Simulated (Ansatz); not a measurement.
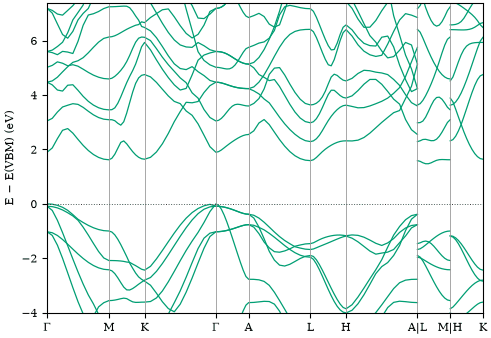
Band structure from r²SCAN in the plane-wave PAW code Ansatz

The gap is 1.37 eV; an edge lies off the plotted path or next to a special point (maximum at Γ, minimum off the standard path).

Task: Pick the material that matches.
A) InGaN2, P3m1 (In on 1a, Ga on 1c, N on 1c, N on 1a)
B) FeLi4Nb6O18, P3 (Pearson symbol hP29)
C) Mg2ZnP2, P3m1 (Pearson symbol hP5)
D) SnSe2, CdI2 type

Result: C, Mg2ZnP2, P3m1 (Pearson symbol hP5)

The first step of the workflow began from a Materials Project structure, measured or hypothetical; the Crystallography Open Database copy checked does not list it. With Mg and Zn taken as one species the cell has the higher symmetry P-3m1, so it may be an ordered model of a mixed-site phase. Whether it is the stable phase at ambient conditions was not checked. Symmetry was held in the r²SCAN relaxation; whether a distortion lowers the energy is not shown.

Potentials: the later of the program's two PAW sets.
